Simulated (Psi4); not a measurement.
**SiO2 (silicon dioxide molecule): r2SCAN/cc-pVTZ**

What is the energy change on altering one bond length of SiO2 (silicon dioxide molecule) at r2SCAN/cc-pVTZ? 

The results are computed with Psi4 1.11.

3 further runs of the same task are left out: 2 that didn't finish, 1 set aside as unsound or not needed.

## 1. The structure to begin with

SiO2: 3 atoms, total charge 0, spin state singlet. As SMILES, `O=[Si]=O`. The shape is that of a PBE0-D4/def2-TZVP optimisation.

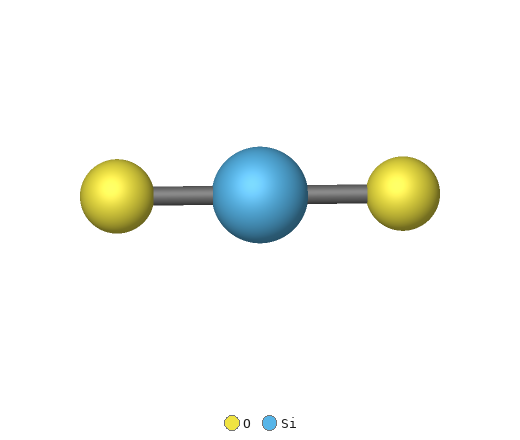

The structure, seen from a chosen angle (oxygen yellow, silicon blue).

## 2. Energy and forces at r2SCAN/cc-pVTZ

Input file o2si.xyz:

```xyz
3
O2Si
O      0.697730     1.229600     0.518760
Si    -0.000010     0.000000     0.000000
O     -0.697730    -1.229610    -0.518760
```

Input file run.py:

```python
import psi4

psi4.set_memory(2200000000)
psi4.set_num_threads(1)
psi4.core.set_output_file('run.log', False)

with open('o2si.xyz') as f:
    atoms = ''.join(f.readlines()[2:])
geom = psi4.geometry('0 1\n' + atoms + 'symmetry c1\nno_reorient\nno_com')

psi4.set_options({
    'basis': 'cc-pVTZ',
    'puream': True,
    'e_convergence': 1e-09,
    'd_convergence': 1e-08,
    'scf_type': 'pk',
    'dft_radial_points': 99,
    'dft_spherical_points': 590,
})

e, wfn = psi4.gradient('r2scan', molecule=geom, return_wfn=True)
psi4.oeprop(wfn, 'MULLIKEN_CHARGES', 'QUADRUPOLE', 'WIBERG_LOWDIN_INDICES', title='R2SCAN')
print('gradient / Eh bohr^-1')
print(e.np.round(6))
print(f'energy = {wfn.energy():.10f} Eh')
```

Run with:

```console
$ python run.py
```

run.log:

```text
[...]
  Running in c1 symmetry.
[...]
  Nuclear repulsion =   89.956438948079580
[...]
  Multiplicity = 1
[...]
  Nalpha       = 15
  Nbeta        = 15
[...]
    Number of basis functions: 94
[...]
   @RKS iter   1:  -439.44835902463706   -9.60758e-02   1.20352e-02 ADIIS/DIIS
[...]
   @RKS iter  11:  -439.92193812299229   -1.48361e-11   1.80550e-09 DIIS
[...]
    Orbital Energies [Eh]
    ---------------------
    Doubly Occupied:
       1A    -65.911294     2A    -18.982783     3A    -18.982781
       4A     -5.283816     5A     -3.628331     6A     -3.628331
       7A     -3.618436     8A     -0.960047     9A     -0.936724
      10A     -0.435227    11A     -0.367130    12A     -0.356406
      13A     -0.356406    14A     -0.317356    15A     -0.317356
[...]
  @RKS Final Energy:  -439.92193812299229
   => Energetics <=
    Nuclear Repulsion Energy =             89.9564389480795796
    One-Electron Energy =                -787.2103352992464806
    Two-Electron Energy =                 295.3589963477760421
    DFT Exchange-Correlation Energy =     -38.0270381196014782
    Empirical Dispersion Energy =           0.0000000000000000
    VV10 Nonlocal Energy =                  0.0000000000000000
    Total Energy =                       -439.9219381229922874
[...]
  -Total Gradient:
     Atom            X                  Y                   Z
    ------   -----------------  -----------------  -----------------
       1       -0.006915973249    -0.012188801576    -0.005142275651
       2       -0.000001314782    -0.000000676228    -0.000000438291
       3        0.006917297556     0.012189480799     0.005142716491
[...]
 Multipole Moments:
 ------------------------------------------------------------------------------------
     Multipole            Electronic (a.u.)      Nuclear  (a.u.)        Total (a.u.)
 ------------------------------------------------------------------------------------
 L = 1.  Multiply by 2.5417464519 to convert [e a0] to [Debye]
 Dipole X            :          0.0002452           -0.0002646           -0.0000193
 Dipole Y            :          0.0001607           -0.0001512            0.0000096
 Dipole Z            :         -0.0000000            0.0000000           -0.0000000
 Magnitude           :                                                    0.0000216
 L = 2.  Multiply by 1.3450342976 to convert [e a0^2] to [Debye ang]
 Quadrupole XX       :        -44.4665140           27.8158612          -16.6506528
 Quadrupole XY       :        -52.1881193           49.0197096           -3.1684097
[...]
  Mulliken Charges: (a.u.)
   Center  Symbol    Alpha    Beta     Spin     Total
       1     O     4.18569  4.18569  0.00000 -0.37137
       2    SI     6.62863  6.62863  0.00000  0.74275
       3     O     4.18569  4.18569  0.00000 -0.37137
   Total alpha = 15.00000, Total beta = 15.00000, Total charge =  0.00000
  Wiberg Bond Indices using Orthogonal Lowdin Orbitals:
[...]
```

The script printed:

```text
gradient / Eh bohr^-1
[[-6.9160e-03 -1.2189e-02 -5.1420e-03]
 [-1.0000e-06 -1.0000e-06 -0.0000e+00]
 [ 6.9170e-03  1.2189e-02  5.1430e-03]]
energy = -439.9219381230 Eh
```

Wall time 63 s (1 thread of Intel Xeon at 2.50GHz (Skylake/Cascade Lake), shared host); peak memory 1.5 GiB.

## 3. The distorted shape, same level

Input file job.json:

```json
{
  "schema_name": "qcschema_input",
  "schema_version": 1,
  "molecule": {
    "schema_name": "qcschema_molecule",
    "schema_version": 2,
    "symbols": ["O", "Si", "O"],
    "geometry": [1.71405529, 3.02064595, 1.27438972, -1.89e-05, 0.0, 0.0, -1.31851861, -2.32362614, -0.98031432],
    "molecular_charge": 0,
    "molecular_multiplicity": 1,
    "fix_symmetry": "c1"
  },
  "driver": "gradient",
  "model": {
    "method": "r2scan",
    "basis": "cc-pVTZ"
  },
  "keywords": {
    "puream": true,
    "e_convergence": 1e-09,
    "d_convergence": 1e-08,
    "scf_type": "pk",
    "dft_radial_points": 99,
    "dft_spherical_points": 590,
    "scf_properties": ["WIBERG_LOWDIN_INDICES", "MULLIKEN_CHARGES", "LOWDIN_CHARGES"]
  }
}
```

Run with:

```console
$ psi4 --qcschema job.json -n 1 --memory 2200MB
```

stdout, shortened:

```text
[...]
  Running in c1 symmetry.
[...]
  Nuclear repulsion =   79.408136930607810
[...]
  Multiplicity = 1
[...]
  Nalpha       = 15
  Nbeta        = 15
[...]
    Number of basis functions: 94
[...]
   @RKS iter   1:  -439.33960750629302   -2.87240e-01   1.16864e-02 DIIS/ADIIS
[...]
   @RKS iter  13:  -439.82891716013194   -7.95808e-13   4.02141e-09 DIIS
[...]
  @RKS Final Energy:  -439.82891716013194
   => Energetics <=
    Nuclear Repulsion Energy =             79.4081369306078102
    One-Electron Energy =                -765.7810019464091056
    Two-Electron Energy =                 284.3561939651607986
    DFT Exchange-Correlation Energy =     -37.8122461094914897
    Empirical Dispersion Energy =           0.0000000000000000
    VV10 Nonlocal Energy =                  0.0000000000000000
    Total Energy =                       -439.8289171601319367
[...]
 Multipole Moments:
 ------------------------------------------------------------------------------------
     Multipole            Electronic (a.u.)      Nuclear  (a.u.)        Total (a.u.)
 ------------------------------------------------------------------------------------
 L = 1.  Multiply by 2.5417464519 to convert [e a0] to [Debye]
 Dipole X            :         -0.0000172           -0.0000001           -0.0000173
 Dipole Y            :         -0.0000005           -0.0000000           -0.0000005
 Dipole Z            :         -0.3773977           -0.0016143           -0.3790119
 Magnitude           :                                                    0.3790119
[...]
  Mulliken Charges: (a.u.)
   Center  Symbol    Alpha    Beta     Spin     Total
       1     O     4.21254  4.21254  0.00000 -0.42509
       2    SI     6.62397  6.62397  0.00000  0.75206
       3     O     4.16349  4.16349  0.00000 -0.32697
[...]
  -Total Gradient:
     Atom            X                  Y                   Z
    ------   -----------------  -----------------  -----------------
       1        0.000000230428     0.000000006431     0.145316816351
       2       -0.000000318727    -0.000000008897    -0.158924095596
       3        0.000000093140     0.000000002601     0.013760718253
[...]
```

The result, in JSON:

```text
{
 "driver": "gradient",
 "model": {
  "method": "r2scan",
  "basis": "cc-pVTZ"
 },
 "success": true,
 "return_result": [2.3042752131158577e-07, 6.431098929016993e-09, 0.14531681635140226, -3.187270409214082e-07, -8.896958240681722e-09, -0.1589240955964414, 9.313966737165265e-08, 2.6011950873498795e-09, 0.01376071825281866],
 "properties": {
  "calcinfo_nbasis": 94,
  "calcinfo_nmo": 94,
  "calcinfo_nalpha": 15,
  "calcinfo_nbeta": 15,
  "calcinfo_natom": 3,
  "nuclear_repulsion_energy": 79.40813693060781,
  "return_energy": -439.82891716013194,
  "return_gradient": [2.3042752131158577e-07, 6.431098929016993e-09, 0.14531681635140226, -3.187270409214082e-07, -8.896958240681722e-09, -0.1589240955964414, 9.313966737165265e-08, 2.6011950873498795e-09, 0.01376071825281866],
  "scf_one_electron_energy": -765.7810019464091,
  "scf_two_electron_energy": 284.3561939651608,
  "scf_xc_energy": -37.81224610949149,
  "scf_dipole_moment": [-1.7271611573630264e-05, -4.821313475769025e-07, -0.3790119397323973],
  "scf_total_energy": -439.82891716013194,
  "scf_total_gradient": [2.3042752131158577e-07, 6.431098929016993e-09, 0.14531681635140226, -3.187270409214082e-07, -8.896958240681722e-09, -0.1589240955964414, 9.313966737165265e-08, 2.6011950873498795e-09, 0.01376071825281866],
  "scf_iterations": 13
 }
}
```

It took 67 s on 1 thread of Intel Xeon at 2.50GHz (Skylake/Cascade Lake), shared host; peak memory 1.5 GiB.

## 4. What came out

Level: r2SCAN/cc-pVTZ.

```
                                                          quantity          value
                                         first shape: total energy  -439.92194 Eh
                                        first shape: dipole moment         0.00 D
                                          first shape: HOMO energy       -8.64 eV
                                          first shape: LUMO energy       -4.02 eV
                                        first shape: HOMO–LUMO gap        4.61 eV
                             first shape: largest force on an atom     0.768 eV/Å
                                     distorted shape: total energy  -439.82892 Eh
                                    distorted shape: dipole moment         0.96 D
                                      distorted shape: HOMO energy       -7.55 eV
                                      distorted shape: LUMO energy       -5.30 eV
                                    distorted shape: HOMO–LUMO gap        2.25 eV
                         distorted shape: largest force on an atom     8.172 eV/Å
energy change with the O1–Si2 bond stretched from 1.506 to 1.958 Å       2.531 eV
```

In words: With the O1–Si2 bond stretched from 1.506 to 1.958 Å the energy rises by 2.53 eV (58 kcal/mol). The first shape isn't relaxed at this level, so the change isn't measured from a minimum. The largest force (first shape) is 0.77 eV/Å: the shape isn't a stationary point for this species at this level. Mulliken charges (distorted shape) run from -0.43 on O1 to +0.75 on Si2; they depend strongly on the basis.
